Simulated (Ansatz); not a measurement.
**How methods differ on SiH3 (silyl radical)**

SiH3 has 4 atoms, charge 0, and is taken as a doublet. SMILES: `[SiH3]`. The coordinates come from a PBE0-D4/def2-TZVP relaxation.

```xyz
4

Si    0.2938   -0.0269   -0.1640
H     0.5592    0.6653    1.1239
H    -0.2240   -1.4017    0.0601
H    -0.6289    0.7632   -1.0200
```

Each level gives the energy change with the Si1–H2 bond stretched from 1.486 to 1.858 Å (eV). The values are calculated.

| level | kind | program | value (eV) | CPU time (all runs) |
| --- | --- | --- | --- | --- |
| UHF/6-31G* (spherical functions) | Hartree–Fock | Ansatz | 0.88 | 0.33 s |
| USVWN5/6-31G* (spherical functions) | LDA | Ansatz | 0.66 | 1.6 s |
| UPBE/6-31G* (spherical functions) | GGA | Ansatz | 0.66 | 2.8 s |
| U-r2SCAN0/6-31G* (spherical functions) | hybrid meta-GGA | Ansatz | 0.79 | 7.4 s |
| UPBE0/6-31G* (spherical functions) | global hybrid | Ansatz | 0.75 | 3.5 s |
| U-wB97M-V/6-31G* (spherical functions) | range-separated hybrid | Ansatz | 0.78 | 35 s |
| UB2PLYP/6-31G* (spherical functions) | double hybrid | Ansatz | 0.77 | 3.7 s |
| RPA@PBE/6-31G* (spherical functions) | RPA | Ansatz | 0.68 | 3.1 s |
| UMP2/6-31G* (spherical functions) | perturbation theory | Ansatz | 0.81 | 0.35 s |
| FCI/3-21G | exact in the basis | Ansatz | 0.58 | 2.7 s |

The first shape isn't each level's own minimum. The values span 0.58 to 0.88 eV. High-level rows in very small sets aren't better than simpler rows in larger ones. Times are those of the runs behind each value, whatever else they computed, on shared processors of several kinds: orders of magnitude only.

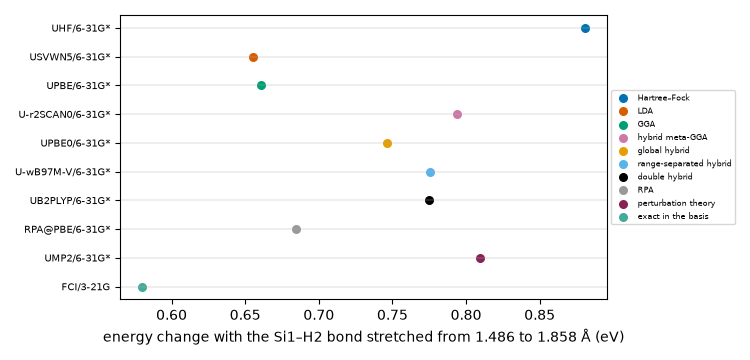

The values of the table, level by level.
